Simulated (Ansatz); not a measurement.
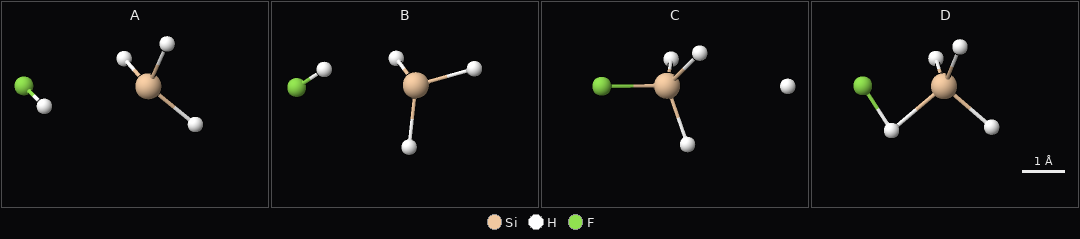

4 geometries from a converged minimum-energy path of SiH$_{4}$F (multiplicity 2), made up at the start of SiH3F and H, shuffled. A ball-and-stick model, seen at a tilt.

Theory: UKS PBE-D4/def2-SVP in Ansatz 0.2.0. Run with 5 movable images; climbing image; force threshold 0.03 eV/Å; iteration limit 60; starting path through a guess of the saddle point.

Q: Which frame is the transition state?

A: D. In order along the path, whose images run from 0 to 6: C (image 0, 0.00 eV), D (image 2, +1.05 eV), A (image 4, +0.39 eV), B (image 6, +0.36 eV). Breaking: F–Si (1.64 → 2.94 Å), H–Si (1.50 → 2.52 Å). Forming: F–H (2.55 → 0.94 Å), H–Si (3.03 → 1.50 Å).

Limits of the set-up: the start holds two separate molecules, 2.9 Å apart at their closest, whose relative position is a soft coordinate.

Cost: 70 s on 1 thread of Intel(R) Xeon(R) 6975P-C (Granite Rapids) (shared host), peak memory 0.12 GiB.
